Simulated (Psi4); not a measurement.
# doublet SiHBrO+: levels of theory compared

We compute a comparison of 5 runs (UHF/3-21G, UB3LYP/6-31G*, UHSE06/aug-cc-pVDZ, UTPSSh/aug-cc-pVDZ) of doublet SiHBrO+. 

The calculation is run with Psi4 1.11.

1 further run of the same task is left out (set aside as unsound or not needed).

## (1) The molecule

SiHBrO+: 4 atoms, total charge +1, spin state doublet. SMILES of the parent species: `O[Si]Br`. The coordinates come from a PBE0-D4/def2-TZVP relaxation. That shape belongs to the parent species and isn't relaxed for this state.

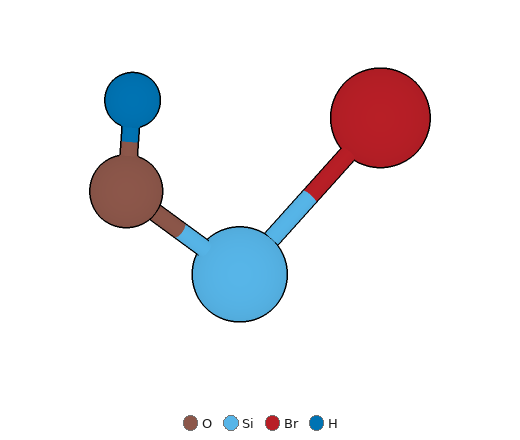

The structure, seen from a chosen angle (oxygen brown, silicon blue, bromine red, hydrogen blue).

## (2) Energy and gradient at UHF/3-21G (run 1)

run.py

```python
import psi4

psi4.set_memory('1600 MB')
psi4.set_num_threads(1)
psi4.set_output_file('brhosi.out', False)

geom = psi4.geometry("""
1 2
O     -0.885200     0.465100    -0.454500
Si    -0.590500    -0.799600     0.539800
Br     1.692600    -0.725200     0.691600
H     -0.161400     0.999400    -0.797200
symmetry c1
no_reorient
no_com
""")

options = {'basis': '3-21G', 'reference': 'uhf', 'puream': True, 'e_convergence': 1e-09, 'd_convergence': 1e-08, 'scf_type': 'pk', 'maxiter': 200}
psi4.set_options(options)

result, w = psi4.gradient("hf", molecule=geom, return_wfn=True)
psi4.oeprop(w, "MULLIKEN_CHARGES", "QUADRUPOLE", "DIPOLE", title="HF")
print('gradient / Eh bohr^-1')
print(result.np.round(6))
print(f'energy = {w.energy():.10f} Eh')
for k, v in sorted(psi4.core.scalar_variables().items()):
    print(f'{k:45s} {v:18.10f}')
```

Command:

```console
$ python run.py
```

brhosi.out:

```text
[...]
  Running in c1 symmetry.
[...]
  Nuclear repulsion =  211.840014137076111
[...]
  Multiplicity = 2
[...]
  Nalpha       = 29
  Nbeta        = 28
[...]
    Number of basis functions: 46
[...]
   @UHF iter   1: -2922.02223275384904   -1.67527e+00   1.14526e-02 ADIIS/DIIS
[...]
   @UHF iter  18: -2922.19922830303631   -4.54747e-13   4.49318e-09 DIIS
[...]
   @S^2 Observed:                7.849904587E-01
[...]
  @UHF Final Energy: -2922.19922830303631
   => Energetics <=
    Nuclear Repulsion Energy =            211.8400141370761105
    One-Electron Energy =               -4480.3984105306353740
    Two-Electron Energy =                1346.3591680905233261
    Total Energy =                      -2922.1992283030363069
  UHF NO Occupations:
  HONO-2 :   27  A 1.9990827
  HONO-1 :   28  A 1.9835196
[...]
  -Total Gradient:
     Atom            X                  Y                   Z
    ------   -----------------  -----------------  -----------------
       1        0.005061761139     0.024536284999    -0.018300959622
       2        0.010311760846    -0.018673550936     0.015222574002
       3       -0.018225600053     0.010745989334    -0.009885122980
       4        0.002852078284    -0.016608723475     0.012963508812
[...]
 Multipole Moments:
 ------------------------------------------------------------------------------------
     Multipole            Electronic (a.u.)      Nuclear  (a.u.)        Total (a.u.)
 ------------------------------------------------------------------------------------
 L = 1.  Multiply by 2.5417464519 to convert [e a0] to [Debye]
 Dipole X            :        -82.8314704           82.6396132           -0.1918572
 Dipole Y            :         58.9447386          -60.1994934           -1.2547548
 Dipole Z            :        -50.7378701           51.6462150            0.9083449
 Magnitude           :                                                    1.5608681
 L = 2.  Multiply by 1.3450342976 to convert [e a0^2] to [Debye ang]
 Quadrupole XX       :       -420.7829571          397.9868274          -22.7961297
 Quadrupole XY       :        145.1789967         -142.1506469            3.0283497
[...]
  Mulliken Charges: (a.u.)
   Center  Symbol    Alpha    Beta     Spin     Total
       1     O     4.39434  4.42279 -0.02845 -0.81713
       2    SI     6.61250  6.04175  0.57075  1.34575
       3    BR    17.72841 17.28983  0.43858 -0.01824
       4     H     0.26475  0.24563  0.01912  0.48962
   Total alpha = 29.00000, Total beta = 28.00000, Total charge =  1.00000
```

The script printed:

```text
gradient / Eh bohr^-1
[[ 0.005062  0.024536 -0.018301]
 [ 0.010312 -0.018674  0.015223]
 [-0.018226  0.010746 -0.009885]
 [ 0.002852 -0.016609  0.012964]]
energy = -2922.1992283030 Eh
CURRENT ENERGY                                  -2922.1992283030
CURRENT REFERENCE ENERGY                        -2922.1992283030
DD SOLVATION ENERGY                                 0.0000000000
HF KINETIC ENERGY                                2929.6994037260
HF POTENTIAL ENERGY                             -5851.8986320290
HF TOTAL ENERGY                                 -2922.1992283030
HF VIRIAL RATIO                                     1.9974399505
NUCLEAR REPULSION ENERGY                          211.8400141371
ONE-ELECTRON ENERGY                             -4480.3984105306
PCM POLARIZATION ENERGY                             0.0000000000
PE ENERGY                                           0.0000000000
SCF ITERATION ENERGY                            -2922.1992283030
SCF ITERATIONS                                     18.0000000000
SCF TOTAL ENERGY                                -2922.1992283030
TWO-ELECTRON ENERGY                              1346.3591680905
```

Run time: 1.8 s. Hardware: 1 thread of Intel Xeon 6975P-C (Granite Rapids), shared host; peak memory 0.2 GiB.

## (3) The energy at UB3LYP/6-31G(d) (spherical functions) (run 2)

job.in

```
memory 1600 mb

molecule molecule1 {
  1 2
  O     -0.885200     0.465100    -0.454500
  Si    -0.590500    -0.799600     0.539800
  Br     1.692600    -0.725200     0.691600
  H     -0.161400     0.999400    -0.797200
  symmetry c1
  no_reorient
  no_com
}

set {
  reference uks
  puream true
  e_convergence 1e-09
  d_convergence 1e-08
  scf_type pk
  dft_radial_points 99
  dft_spherical_points 590
  maxiter 200
}

result = energy("b3lyp/6-31G*")
```

Command:

```console
$ psi4 -i job.in -o job.out -n 1
```

job.out:

```text
[...]
  Running in c1 symmetry.
[...]
  Nuclear repulsion =  211.840014137076111
[...]
  Multiplicity = 2
[...]
  Nalpha       = 29
  Nbeta        = 28
[...]
    Number of basis functions: 66
[...]
   @UKS iter   1: -2938.43651520334470   -1.03824e+00   2.37585e-02 ADIIS/DIIS
[...]
   @UKS iter  16: -2938.88655871020410   -2.27374e-12   3.95546e-09 DIIS
[...]
   @S^2 Observed:                7.571660242E-01
[...]
    Orbital Energies [Eh]
    ---------------------
    Alpha Occupied:
       1A   -483.072605     2A    -66.493732     3A    -62.767751
       4A    -56.587897     5A    -56.583416     6A    -56.583391
       7A    -19.418253     8A     -8.964804     9A     -6.795701
      10A     -6.781637    11A     -6.781469    12A     -5.640052
      13A     -4.000027    14A     -3.998900    15A     -3.995357
      16A     -2.888909    17A     -2.885359    18A     -2.885142
      19A     -2.874495    20A     -2.874478    21A     -1.271040
      22A     -1.031777    23A     -0.825213    24A     -0.701452
      25A     -0.618900    26A     -0.611175    27A     -0.556242
      28A     -0.544477    29A     -0.541315
    Alpha Virtual:
[...]
  @UKS Final Energy: -2938.88655871020410
   => Energetics <=
    Nuclear Repulsion Energy =            211.8400141370761105
    One-Electron Energy =               -4494.4280680421461511
    Two-Electron Energy =                1441.0028943489387530
    DFT Exchange-Correlation Energy =     -97.3013991540722571
    Empirical Dispersion Energy =           0.0000000000000000
    VV10 Nonlocal Energy =                  0.0000000000000000
    Total Energy =                      -2938.8865587102040990
[...]
 Multipole Moments:
 ------------------------------------------------------------------------------------
     Multipole            Electronic (a.u.)      Nuclear  (a.u.)        Total (a.u.)
 ------------------------------------------------------------------------------------
 L = 1.  Multiply by 2.5417464519 to convert [e a0] to [Debye]
 Dipole X            :        -82.5692043           82.6396132            0.0704089
 Dipole Y            :         59.1245798          -60.1994934           -1.0749136
 Dipole Z            :        -50.8514108           51.6462150            0.7948042
 Magnitude           :                                                    1.3386973
[...]
```

Wall time 8.4 s (1 thread of Intel Xeon 6975P-C (Granite Rapids), shared host); peak memory 0.57 GiB.

Runs 3 to 4 aren't shown in full; the table further down has their settings and results.

## (4) Energy and forces at UTPSSh/aug-cc-pVDZ (run 5)

input.inp

```
memory 1600 MB

molecule {
  1 2
  O
  Si 1 1.635526
  Br 2 2.28935 1 101.23745
  H 1 0.962708 2 120.67058 3 0.01005
  symmetry c1
}

set reference uks
set puream true
set e_convergence 1e-09
set d_convergence 1e-08
set scf_type pk
set dft_radial_points 99
set dft_spherical_points 590
set maxiter 200

e_tot, wfn = gradient("tpssh/aug-cc-pVDZ", return_wfn=True)
oeprop(wfn, "WIBERG_LOWDIN_INDICES", "LOWDIN_CHARGES", "DIPOLE")
print_variables()
```

Command:

```console
$ psi4 -n 1 input.inp input.out
```

input.out:

```text
[...]
  Running in c1 symmetry.
[...]
  Nuclear repulsion =  211.840037672564478
[...]
  Multiplicity = 2
[...]
  Nalpha       = 29
  Nbeta        = 28
[...]
    Number of basis functions: 95
[...]
   @UKS iter   1: -2938.75834302782732   -1.05995e+00   1.00183e-02 DIIS/ADIIS
[...]
   @UKS iter  15: -2939.09148684985121   -4.09273e-12   5.74088e-09 DIIS
[...]
   @S^2 Observed:                7.583547895E-01
[...]
  @UKS Final Energy: -2939.09148684985121
   => Energetics <=
    Nuclear Repulsion Energy =            211.8400376725644776
    One-Electron Energy =               -4494.2851964129531552
    Two-Electron Energy =                1452.3267820019073042
    DFT Exchange-Correlation Energy =    -108.9731101113704312
    Empirical Dispersion Energy =           0.0000000000000000
    VV10 Nonlocal Energy =                  0.0000000000000000
    Total Energy =                      -2939.0914868498512078
[...]
  -Total Gradient:
     Atom            X                  Y                   Z
    ------   -----------------  -----------------  -----------------
       1       -0.000000622518    -0.030276870361    -0.008036499843
       2       -0.000000646958     0.040258297685     0.012610876106
       3        0.000000289091    -0.019973097388    -0.011004638767
       4        0.000000971366     0.010001137233     0.006432082868
[...]
 Multipole Moments:
 ------------------------------------------------------------------------------------
     Multipole            Electronic (a.u.)      Nuclear  (a.u.)        Total (a.u.)
 ------------------------------------------------------------------------------------
 L = 1.  Multiply by 2.5417464519 to convert [e a0] to [Debye]
 Dipole X            :          0.0000569           -0.0001450           -0.0000881
 Dipole Y            :         -5.9577608            7.4216220            1.4638611
 Dipole Z            :          5.0100809           -5.3450119           -0.3349310
 Magnitude           :                                                    1.5016885
[...]
```

Run time: 76 s. Hardware: 1 thread of Intel Xeon 6975P-C (Granite Rapids), shared host; peak memory 1.1 GiB.

## (5) All runs side by side

```
run                                level      task         integration grid   energy (Eh)  HOMO energy (eV)  LUMO energy (eV)   ⟨S²⟩  wall time
  1                            UHF/3-21G  gradient                        –  -2922.199228            -17.69             -8.40  0.785      1.8 s
  2  UB3LYP/6-31G* (spherical functions)    energy  99 radial × 590 angular  -2938.886559            -14.55            -12.27  0.757      8.4 s
  3  UB3LYP/6-31G* (Cartesian functions)  gradient  99 radial × 590 angular  -2938.898299            -14.54            -12.27  0.757       12 s
  4                   UHSE06/aug-cc-pVDZ    energy  99 radial × 590 angular  -2938.667612            -14.38            -12.30  0.759       42 s
  5                   UTPSSh/aug-cc-pVDZ  gradient  99 radial × 590 angular  -2939.091487            -14.12            -12.31  0.758       76 s
```

## (6) Outcome

| quantity | value |
| --- | --- |
| run 5: total energy | -2939.09149 Eh |
| run 5: HOMO energy (highest over α and β) | -14.12 eV |
| run 5: LUMO energy (lowest over α and β) | -12.31 eV |
| run 5: ⟨S²⟩ | 0.758 |
| run 5: largest force on an atom | 2.169 eV/Å |

**Reading.** Totals of different functionals can't be ranked against each other. All runs together took 2.3 min, the longest 76 s.
